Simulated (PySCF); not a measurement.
# C₅H₉NO: NMR shifts at several levels of theory, part 2 of 2

PySCF 2.14.0. Atoms count from 0. Earlier steps stand in the parts before.

### 5 NMR shieldings: wB97X-D/pcSseg-2

What the job is given:

```
{"job": {"kind": "nmr", "xc": "wB97X-D", "basis": "pcSseg-2", "pop": false}, "charge": 0, "multiplicity": 1}
C      0.090460    -1.080201     1.475705
C     -0.702848    -0.310595     0.418367
C     -1.913135    -1.125627    -0.032880
C     -1.151384     1.045387     0.966233
N      0.136346    -0.094742    -0.741680
C      1.177218     0.384951    -1.095622
O      2.166687     0.818423    -1.551043
H      0.438370    -2.043244     1.074138
H     -0.537791    -1.278346     2.357173
H      0.968869    -0.502839     1.802129
H     -2.472320    -0.585642    -0.810736
H     -1.593439    -2.091835    -0.449496
H     -2.586249    -1.314638     0.816094
H     -1.816308     0.908606     1.832311
H     -1.695010     1.612690     0.196665
H     -0.284367     1.641911     1.288532
```

Level: GIAO wB97X-D/pcSseg-2 NMR shielding, non-relativistic, gas phase.

The program printed:

```text
coarse grid: 13160 points
cycle   1  E = -325.8305650892  dE =  1.073e+00  |g| = 7.764e-01  |ddm| = 2.647e+00
cycle   2  E = -325.7318235367  dE =  9.874e-02  |g| = 1.128e+00  |ddm| = 9.673e-01
cycle   3  E = -325.9438610845  dE = -2.120e-01  |g| = 1.663e-01  |ddm| = 5.670e-01
cycle   4  E = -325.9486444194  dE = -4.783e-03  |g| = 6.208e-02  |ddm| = 1.092e-01
cycle   5  E = -325.9493777990  dE = -7.334e-04  |g| = 1.582e-02  |ddm| = 4.467e-02
cycle   6  E = -325.9494295264  dE = -5.173e-05  |g| = 3.263e-03  |ddm| = 1.216e-02
cycle   7  E = -325.9494323585  dE = -2.832e-06  |g| = 6.109e-04  |ddm| = 3.897e-03
final grid: 126592 points
cycle   8  E = -325.9541741272  dE = -3.063e-04  |g| = 7.700e-03  |ddm| = 6.503e-02
cycle   9  E = -325.9541714872  dE =  2.640e-06  |g| = 8.959e-03  |ddm| = 1.266e-02
cycle  10  E = -325.9541874567  dE = -1.597e-05  |g| = 2.005e-03  |ddm| = 5.377e-03
cycle  11  E = -325.9541881040  dE = -6.473e-07  |g| = 9.108e-04  |ddm| = 1.390e-03
cycle  12  E = -325.9541882491  dE = -1.452e-07  |g| = 2.537e-04  |ddm| = 7.130e-04
cycle  13  E = -325.9541882623  dE = -1.317e-08  |g| = 4.821e-05  |ddm| = 1.915e-04
cycle  14  E = -325.9541882634  dE = -1.067e-09  |g| = 1.656e-05  |ddm| = 1.017e-04
cycle  15  E = -325.9541882635  dE = -1.277e-10  |g| = 4.672e-06  |ddm| = 3.111e-05
converged SCF energy = -325.9541882635

GIAO shielding tensors (ppm)
atom      isotropic    diamagn.    paramagn.     s11        s22        s33       span
  0 C      148.751     243.342     -94.591    129.376    135.025    181.851     52.474
  1 C      128.048     240.109    -112.060    111.878    116.155    156.112     44.234
  2 C      151.102     240.130     -89.028    134.130    136.705    182.470     48.340
  3 C      148.791     243.296     -94.505    129.495    135.054    181.822     52.327
  4 N      195.800     333.419    -137.619    116.611    137.602    333.187    216.575
  5 C       55.469     268.001    -212.532    -56.953    -45.530    268.890    325.843
  6 O      194.560     395.064    -200.504     71.667    145.318    366.694    295.026
  7 H       29.844      30.492      -0.648     26.956     27.665     34.912      7.957
  8 H       30.181      29.877       0.304     26.689     27.759     36.095      9.406
  9 H       30.014      31.531      -1.517     26.977     28.193     34.873      7.895
 10 H       30.109      29.088       1.022     26.696     28.079     35.553      8.856
 11 H       30.109      29.089       1.020     26.694     28.092     35.541      8.847
 12 H       30.514      29.072       1.442     27.064     28.110     36.369      9.306
 13 H       30.193      29.906       0.288     26.700     27.772     36.108      9.408
 14 H       29.852      30.456      -0.604     26.934     27.671     34.951      8.017
 15 H       30.021      31.498      -1.477     26.954     28.212     34.896      7.942
```

It took 66 s on 8 threads of Arm Neoverse V2, shared host.

In short: δ C5 128.9, C1 56.4, C0 34.9, N4 64.3, H7 1.26 ppm (means over like atoms).

### 6 Shielding tensors: KT2/pcSseg-2

Same as in step 5 but for these lines:

```diff
@@ -1,2 +1,2 @@
-{"job": {"kind": "nmr", "xc": "wB97X-D", "basis": "pcSseg-2", "pop": false}, "charge": 0, "multiplicity": 1}
+{"job": {"kind": "nmr", "xc": "KT2", "basis": "pcSseg-2", "pop": false}, "charge": 0, "multiplicity": 1}
 C      0.090460    -1.080201     1.475705
```

With the program's defaults for keys left out, this is: GIAO KT2/pcSseg-2 NMR shielding, non-relativistic, gas phase.

The program printed:

```text
coarse grid: 13160 points
cycle   1  E = -331.2685533456  dE =  7.713e-01  |g| = 9.469e-01  |ddm| = 2.752e+00
cycle   2  E = -330.3920751187  dE =  8.765e-01  |g| = 2.248e+00  |ddm| = 1.846e+00
cycle   3  E = -331.3347178626  dE = -9.426e-01  |g| = 7.138e-01  |ddm| = 1.534e+00
cycle   4  E = -331.4460059197  dE = -1.113e-01  |g| = 2.020e-01  |ddm| = 5.195e-01
cycle   5  E = -331.4533556872  dE = -7.350e-03  |g| = 8.266e-02  |ddm| = 1.867e-01
cycle   6  E = -331.4548308398  dE = -1.475e-03  |g| = 1.477e-02  |ddm| = 6.337e-02
cycle   7  E = -331.4548735807  dE = -4.274e-05  |g| = 5.501e-03  |ddm| = 1.560e-02
cycle   8  E = -331.4548810735  dE = -7.493e-06  |g| = 1.236e-03  |ddm| = 6.790e-03
final grid: 126592 points
cycle   9  E = -331.4806183194  dE = -5.429e-04  |g| = 1.197e-02  |ddm| = 2.296e-01
cycle  10  E = -331.4804967150  dE =  1.216e-04  |g| = 2.550e-02  |ddm| = 2.570e-02
cycle  11  E = -331.4806308439  dE = -1.341e-04  |g| = 9.744e-03  |ddm| = 1.899e-02
cycle  12  E = -331.4806502552  dE = -1.941e-05  |g| = 1.312e-03  |ddm| = 5.990e-03
cycle  13  E = -331.4806505938  dE = -3.387e-07  |g| = 5.775e-04  |ddm| = 1.521e-03
cycle  14  E = -331.4806506678  dE = -7.399e-08  |g| = 1.289e-04  |ddm| = 6.320e-04
cycle  15  E = -331.4806506711  dE = -3.246e-09  |g| = 5.103e-05  |ddm| = 1.454e-04
cycle  16  E = -331.4806506716  dE = -4.908e-10  |g| = 8.018e-06  |ddm| = 3.814e-05
converged SCF energy = -331.4806506716

GIAO shielding tensors (ppm)
atom      isotropic    diamagn.    paramagn.     s11        s22        s33       span
  0 C      146.737     243.896     -97.158    126.617    132.204    181.391     54.773
  1 C      123.040     241.070    -118.030    105.975    111.113    152.033     46.058
  2 C      149.942     239.509     -89.568    133.047    134.581    182.197     49.150
  3 C      146.822     243.737     -96.916    126.823    132.273    181.370     54.547
  4 N      194.055     328.813    -134.758    121.706    135.039    325.420    203.714
  5 C       65.050     268.172    -203.122    -41.540    -31.698    268.389    309.929
  6 O      193.554     391.208    -197.654     74.110    143.830    362.721    288.610
  7 H       29.641      30.534      -0.893     27.015     27.542     34.367      7.352
  8 H       29.902      29.715       0.187     26.540     27.540     35.625      9.085
  9 H       29.796      31.538      -1.742     27.007     28.031     34.349      7.342
 10 H       29.948      28.962       0.986     26.754     27.965     35.123      8.369
 11 H       29.946      28.966       0.980     26.750     27.977     35.112      8.362
 12 H       30.306      28.848       1.458     27.034     27.983     35.901      8.867
 13 H       29.913      29.734       0.179     26.547     27.554     35.638      9.090
 14 H       29.653      30.462      -0.809     26.995     27.552     34.410      7.414
 15 H       29.807      31.471      -1.664     26.989     28.050     34.381      7.392
```

Run time: 37 s. Hardware: 8 threads of Arm Neoverse V2, shared host.

In short: δ C5 117.2, C1 59.2, C0 34.4, N4 66.1, H7 1.30 ppm (means over like atoms).

### 7 Shielding tensors: HF/pcSseg-2

Same as in step 6 but for these lines:

```diff
@@ -1,2 +1,2 @@
-{"job": {"kind": "nmr", "xc": "KT2", "basis": "pcSseg-2", "pop": false}, "charge": 0, "multiplicity": 1}
+{"job": {"kind": "nmr", "xc": "HF", "basis": "pcSseg-2", "pop": false}, "charge": 0, "multiplicity": 1}
 C      0.090460    -1.080201     1.475705
```

Method: GIAO HF/pcSseg-2 NMR shielding, non-relativistic, gas phase.

The program printed:

```text
final grid: 126592 points
cycle   1  E = -323.8794725830  dE =  1.484e+00  |g| = 7.355e-01  |ddm| = 2.681e+00
cycle   2  E = -323.9666708122  dE = -8.720e-02  |g| = 4.997e-01  |ddm| = 7.292e-01
cycle   3  E = -324.0111807178  dE = -4.451e-02  |g| = 1.074e-01  |ddm| = 3.061e-01
cycle   4  E = -324.0137524590  dE = -2.572e-03  |g| = 3.890e-02  |ddm| = 9.377e-02
cycle   5  E = -324.0140922410  dE = -3.398e-04  |g| = 8.605e-03  |ddm| = 3.738e-02
cycle   6  E = -324.0141134588  dE = -2.122e-05  |g| = 2.553e-03  |ddm| = 8.410e-03
cycle   7  E = -324.0141177168  dE = -4.258e-06  |g| = 1.139e-03  |ddm| = 4.425e-03
cycle   8  E = -324.0141189287  dE = -1.212e-06  |g| = 5.833e-04  |ddm| = 2.277e-03
cycle   9  E = -324.0141193974  dE = -4.687e-07  |g| = 2.056e-04  |ddm| = 1.660e-03
cycle  10  E = -324.0141194492  dE = -5.173e-08  |g| = 5.326e-05  |ddm| = 5.735e-04
cycle  11  E = -324.0141194518  dE = -2.593e-09  |g| = 1.372e-05  |ddm| = 1.439e-04
cycle  12  E = -324.0141194519  dE = -1.210e-10  |g| = 4.831e-06  |ddm| = 3.137e-05
converged SCF energy = -324.0141194519

GIAO shielding tensors (ppm)
atom      isotropic    diamagn.    paramagn.     s11        s22        s33       span
  0 C      157.949     239.621     -81.672    140.510    145.906    187.430     46.920
  1 C      142.912     239.213     -96.301    127.652    132.347    168.736     41.084
  2 C      159.776     237.287     -77.510    144.096    147.220    188.013     43.917
  3 C      157.945     239.636     -81.691    140.506    145.937    187.393     46.887
  4 N      209.566     336.501    -126.936    129.231    160.268    339.198    209.967
  5 C       55.264     270.333    -215.068    -58.567    -46.023    270.382    328.949
  6 O      210.670     395.041    -184.371     88.843    167.870    375.297    286.454
  7 H       30.175      30.398      -0.223     26.976     27.903     35.645      8.669
  8 H       30.564      29.557       1.007     26.787     27.981     36.924     10.137
  9 H       30.378      31.783      -1.405     27.019     28.487     35.626      8.607
 10 H       30.410      29.050       1.360     26.693     28.312     36.226      9.534
 11 H       30.411      29.052       1.360     26.691     28.328     36.215      9.525
 12 H       30.865      28.795       2.070     27.121     28.310     37.164     10.043
 13 H       30.575      29.594       0.981     26.797     27.993     36.936     10.138
 14 H       30.177      30.386      -0.209     26.949     27.907     35.674      8.725
 15 H       30.383      31.763      -1.380     26.996     28.506     35.648      8.652
```

It took 31 s on 8 threads of Arm Neoverse V2, shared host.

This run: δ C5 136.2, C1 48.6, C0 32.9, N4 51.2, H7 1.24 ppm (means over like atoms).

### 8 Comparing the runs: NMR shifts

Shifts (ppm), means over like atoms, with basis size and wall time:

```csv
run,C5,C1,C0,H7,N4,O6,functions,time
PBE0/pcSseg-2,126.8,56.5,34.4,1.26,66.7,135.9,378,52 s
PBE/pcSseg-2,121.4,59.2,34.9,1.27,71.6,141.3,378,36 s
wB97X-D/pcSseg-2,128.9,56.4,34.9,1.26,64.3,132.3,378,66 s
KT2/pcSseg-2,117.2,59.2,34.4,1.30,66.1,130.8,378,37 s
HF/pcSseg-2,136.2,48.6,32.9,1.24,51.2,115.7,378,31 s
```

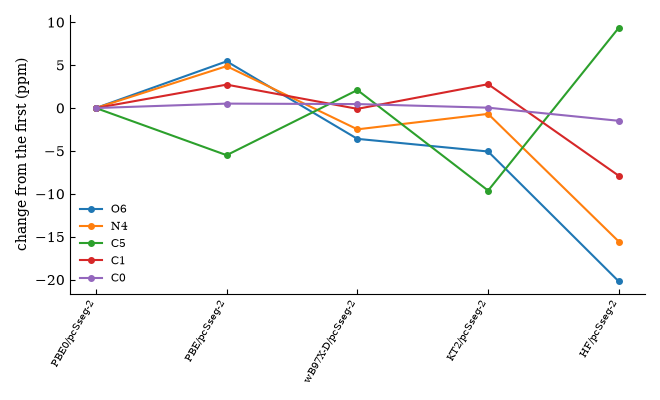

How five of the tabulated atoms move from run to run.

### 9 What came out

The summary covers parts 1 to 2.

| quantity | value |
| --- | --- |
| point group | Cs |
| rotational constants (main isotopes) | 4.58, 1.60, 1.59 GHz |
| ¹³C shifts against TMS (PBE0/pcSseg-2, means over atoms taken as alike) | 126.8, 56.5, 34.4 ppm |
| ¹H shifts against TMS (PBE0/pcSseg-2, means over atoms taken as alike) | 1.26 ppm |
| ¹⁵N shifts against NH3 (PBE0/pcSseg-2) | 66.7 ppm |
| ¹⁷O shifts against H2O (PBE0/pcSseg-2) | 135.9 ppm |
| range of the shift of O6 | 115.7 to 141.3 ppm |

Single values in the summary come from the first sound run of each kind (PBE0/pcSseg-2), which need not be the best level. Relaxing lowered the energy by 0.071 eV in 12 steps; the close pair that moved most is C1–N4, from 1.430 to 1.448 Å. At PBE0/pcSseg-2: The widest tensor belongs to C5: span 323 ppm, with a paramagnetic part of -211 ppm. In ppm, O6 moves most: its shift spreads over 25.6 ppm, from 115.7 (HF/pcSseg-2) to 141.3 (PBE/pcSseg-2).
